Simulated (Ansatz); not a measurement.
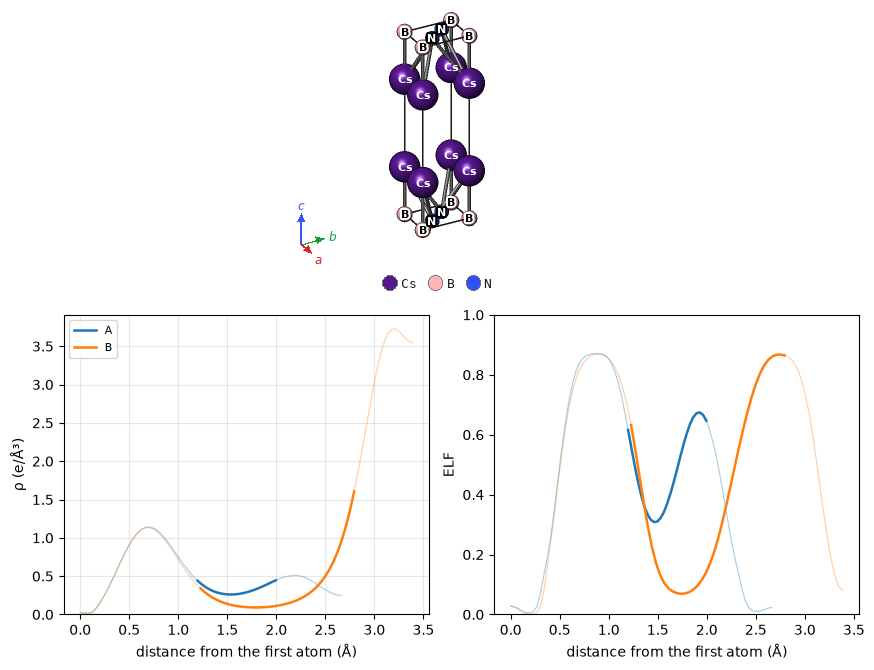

Cs₂BN₂. Valence charge density (pseudo) and ELF along straight lines between neighbouring atoms. Thin, pale parts lie inside the atomic spheres. The structure is drawn too.

Space group P6/mmm; a structure generated by program, which may or may not match a known phase; computed without spin polarisation.

Computed with DFT PBE, scalar-relativistic, plane waves, PAW in Ansatz 0.2.0.

In a PAW calculation such maps are meaningful between the atoms, not at the nuclei.

```
Cs B N
1.0
     3.63045    0.00000    0.00000
    -1.81523    3.14406    0.00000
     0.00000    0.00000   10.23878
Cs B N
2 1 2
Direct
  0.00000 0.00000 0.74011
  0.00000 0.00000 0.25989
  0.00000 0.00000 0.00000
  0.33333 0.66667 0.00000
  0.66667 0.33333 0.00000
```

**Which curve belongs to which contact (Cs–B and Cs–N)? The first atom named is at distance zero.**

Curve A: Cs–B (2.66 Å): the density is about 0.32 e/Å³ at the midpoint, with its minimum of 0.26 e/Å³ about 1.5 Å from Cs; the ELF peaks at about 0.65 in the valence shell of B, 0.7 Å from its nucleus, and drops to about 0.30 between the two atoms. Curve B: Cs–N (3.39 Å): ρ at the midpoint is about 0.1 e/Å³; the ELF is about 0.05 at the midpoint (no shared electron pair shows on this line).
